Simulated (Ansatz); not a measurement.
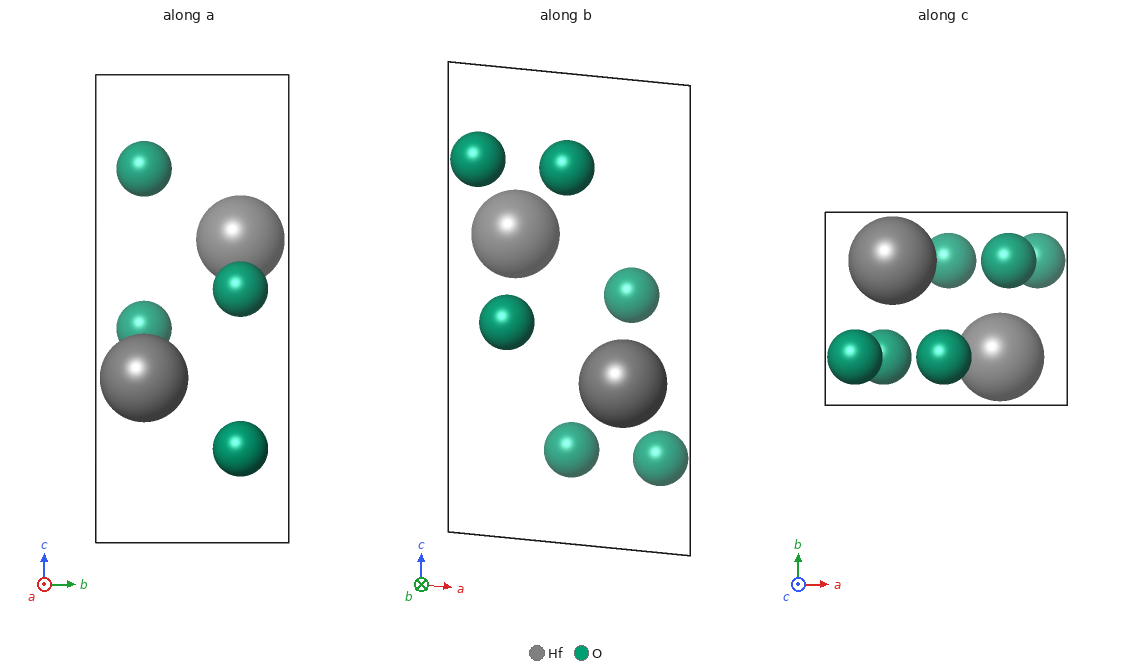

The figure gives a spheres-only picture of the atoms, viewed along the a axis, along the b axis and along the c axis. The lines enclose the conventional unit cell; boundary atoms appear with their images.

Lattice parameters: a = 4.085 Å, b = 3.238 Å, c = 7.897 Å, α = 90.00°, β = 95.64°, γ = 90.00°. Put a along x and b in the xy plane.

**Record the structure as a POSCAR file, with free fractional coordinates to two decimals.**

```
Hf O
1.0
     4.085    0.000    0.000
     0.000    3.238    0.000
    -0.776    0.000    7.859
Hf O
2 6
Direct
  0.28 0.75 0.65
  0.72 0.25 0.35
  0.88 0.75 0.20
  0.12 0.25 0.80
  0.24 0.25 0.46
  0.76 0.75 0.54
  0.49 0.25 0.80
  0.51 0.75 0.20
```

The initial geometry was a structure type filled with these elements by a generator (whether the compound takes this form wasn't checked). Earlier steps of the study, as a rule a relaxation of our own, may have changed the cell and positions, so they can lie some per cent off the listed ones. It was run through Ansatz as a DFT input.
